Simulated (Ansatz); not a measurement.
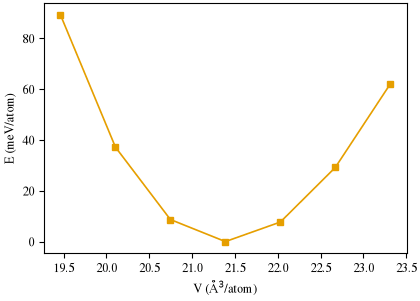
Figure. TePt (NiAs type, space group No. 194) under volume change, DFT-PBEsol in the program Ansatz with PAW potentials, shape and atoms relaxed at each volume.

Task: What does a third-order Birch–Murnaghan fit give for V₀, B₀ and B′?

Result: V₀ = 21.39 Å³/atom, B₀ = 137 GPa, B′ = 5.0.

Space group P6_3/mmc (NiAs type). The first step of the workflow began from a Materials Project structure, measured or hypothetical; the Crystallography Open Database files this formula in space group No. 194, but the cells were not matched. Whether it is the stable phase at ambient conditions was not checked. The PBEsol relaxation kept the symmetry of its start; whether a distortion lowers the energy is not shown. No spin polarisation was allowed. Spin–orbit coupling is left out wherever it is not named.

Potentials: the later of the program's two PAW sets.
